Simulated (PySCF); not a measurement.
Run report: C₆H₅F₂O, EPR calculation

The run: EPR calculation of C₆H₅F₂O, multiplicity 2. Method and program: UKS B3LYP, pcH-1 on C F H O, non-relativistic, mean-field spin-orbit, GIAO (PySCF 2.14.0).

It belongs to a series of runs on one base structure; here: H removed from sp3 C.

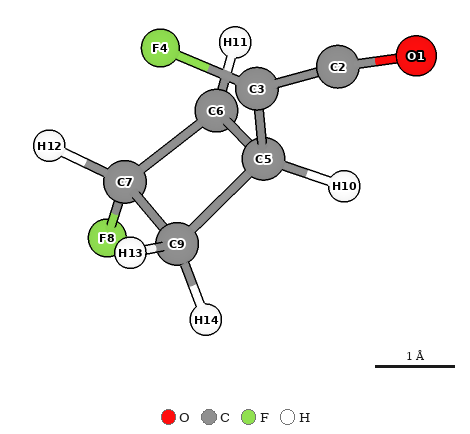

Fig. 1: The structure (ball-and-stick view, seen at a tilt; atoms are numbered from 1 in the order of the input).

Results in brief:

```tsv
quantity	value
outcome	converged
total energy	−506.425739 hartree
⟨S²⟩	0.754
isotropic g	2.0025
hardware	1 CPU thread, shared host
wall time	80 s
peak memory	1.1 GiB
```

Input:
```
{"job": {"kind": "epr", "basis": "pcH-1"}, "charge": 0, "multiplicity": 2}
O      3.518014    -1.333107    -0.759903
C      2.605375    -0.609455    -0.710478
C      1.500375     0.063122    -0.575726
F      1.420071     1.394220    -0.856760
C      0.192502    -0.578898    -0.137028
C     -0.937362    -0.263778    -1.041187
C     -1.588479     0.634251    -0.059633
F     -2.898231     0.337048     0.264614
C     -0.541232     0.201668     0.983670
H      0.389390    -1.636261     0.057687
H     -1.131868    -0.481371    -2.071261
H     -1.587771     1.704429    -0.313317
H      0.021496     1.009978     1.442283
H     -0.962958    -0.442316     1.749894
```

The first line tells a small driver script what to run in PySCF; the rest is the geometry in Å.

Launch command:
```bash
OMP_NUM_THREADS=1 python <driver script> task.json out
```

What the program printed:
```
UKS, coarse grid
  cycle   1  E = -506.27187387  |g| = 6.60e-01
  cycle   2  E = -505.68810915  |g| = 1.44e+00
  cycle   3  E = -506.40047068  |g| = 2.46e-01
  cycle   4  E = -506.42294256  |g| = 8.43e-02
  cycle   5  E = -506.42551387  |g| = 1.92e-02
  cycle   6  E = -506.42567010  |g| = 8.35e-03
  cycle   7  E = -506.42570385  |g| = 2.57e-03
  cycle   8  E = -506.42570902  |g| = 1.25e-03
  cycle   9  E = -506.42570950  |g| = 5.71e-04
UKS, final grid
  cycle   1  E = -506.42573829  |g| = 9.08e-04
  cycle   2  E = -506.42573732  |g| = 1.78e-03
  cycle   3  E = -506.42573865  |g| = 2.92e-04
  cycle   4  E = -506.42573869  |g| = 5.14e-05
  cycle   5  E = -506.42573869  |g| = 3.50e-05
  cycle   6  E = -506.42573870  |g| = 1.12e-05
E = -506.42573870 Eh   <S^2> = 0.7545 (exact 0.7500)
g shifts (ppm)      1          2          3
  rmc          -153       -153       -153
  gc             26         40         30
  oz_so         -56         90        911
  total        -183        -23        788
hyperfine (MHz)  atom isotope    a_iso     a_fc   dipolar eigenvalues
    0   17O      -1.11      -1.11     -5.64      1.21      4.43
    1   13C       3.42       3.42     -3.49     -0.02      3.52
    2   13C      71.08      71.08     -5.13     -3.22      8.35
    3   19F       4.20       4.20    -12.36      4.13      8.23
    4   13C     -33.51     -33.51     -2.14     -1.18      3.32
    5   13C      96.80      96.80    -79.18    -77.94    157.13
    6   13C     -32.09     -32.09     -3.21     -2.70      5.91
    7   19F     179.44     179.44    -65.30    -57.27    122.57
    8   13C       6.03       6.03     -1.85     -0.64      2.50
    9    1H     112.60     112.60     -4.96     -3.36      8.32
   10    1H     -58.56     -58.56    -36.89     -1.54     38.43
   11    1H      92.35      92.35     -6.11     -1.54      7.65
   12    1H       1.64       1.64     -2.51     -2.21      4.72
   13    1H       1.10       1.10     -3.13     -2.54      5.68
```

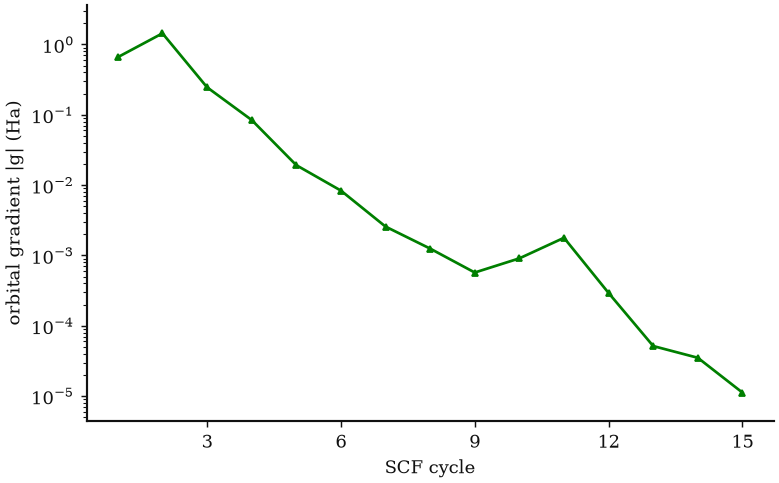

Fig. 2: Convergence of the self-consistent field: orbital gradient |g| against the SCF cycle. All cycles printed in the log are drawn one after another.

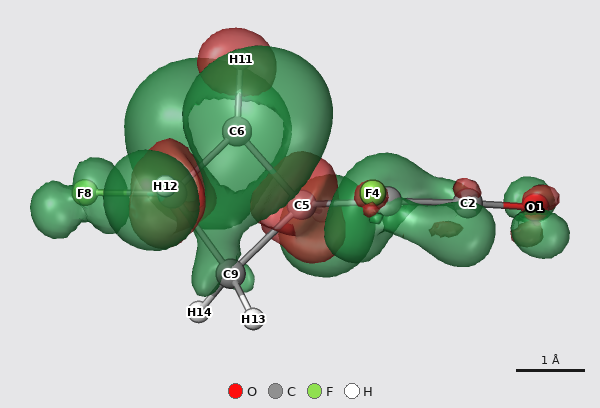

Fig. 3: Isosurfaces of the spin density (α minus β) at +0.006 (green) and −0.006 e/Å³ (red), seen face on. The unpaired spin (1 electron) lies mostly on C6 (about 0.6) and C7 (about 0.1), in electrons by Hirshfeld's partition.

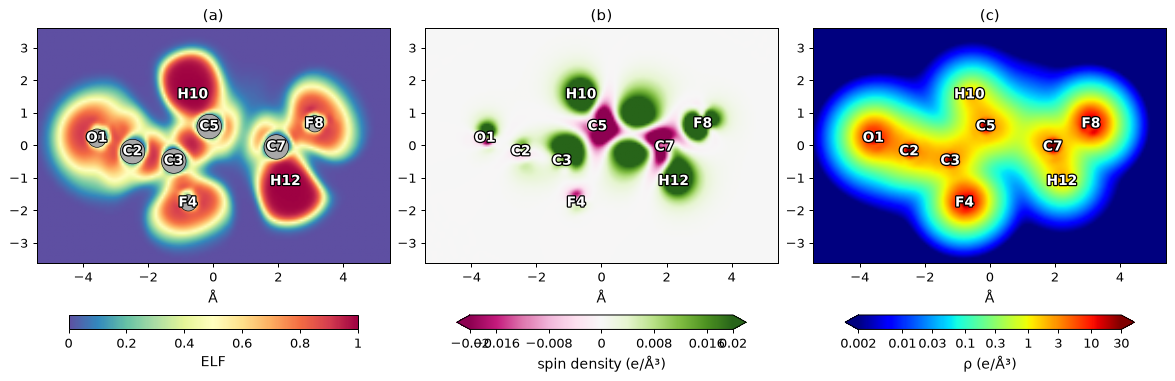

Fig. 4: (a) electron localisation function; (b) spin density (α minus β); (c) total electron density on the plane of atoms F4, C3 and C5. Grey discs, where drawn, cover atomic cores. The section cuts through O, C, F and H sites. C–O (1.17 Å): ρ at the midpoint is about 3.3 e/Å³; the ELF peaks at about 0.85 between the atoms; a multiple bond by its length, whose ELF region spreads away from the axis. C–C (1.30 Å): ρ is about 2.3 e/Å³ halfway; the ELF peaks at about 0.90 between the atoms; a double or triple bond. C–F (1.36 Å): ρ is about 2 e/Å³ halfway, with its minimum of 1.6 e/Å³ about 0.5 Å from C; the ELF peaks at about 0.85 between the atoms (a shared but strongly polarised pair). The unpaired spin (1 electron) lies mostly on C6 (about 0.6) and C7 (about 0.1), in electrons by Hirshfeld's partition.

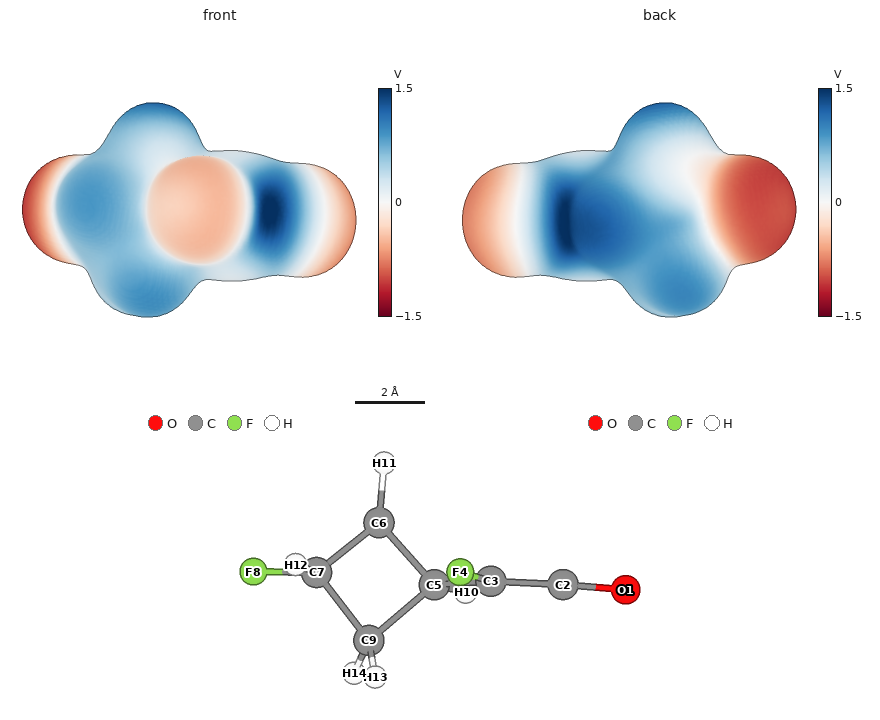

Fig. 5: The molecular electrostatic potential painted on the density surface at 0.002 e/bohr³, seen face on and from behind; the colour scale runs from red (negative) to blue (positive). The bare structure is drawn below in the same view. A positive charge is drawn to the negative regions and a negative charge to the positive ones.
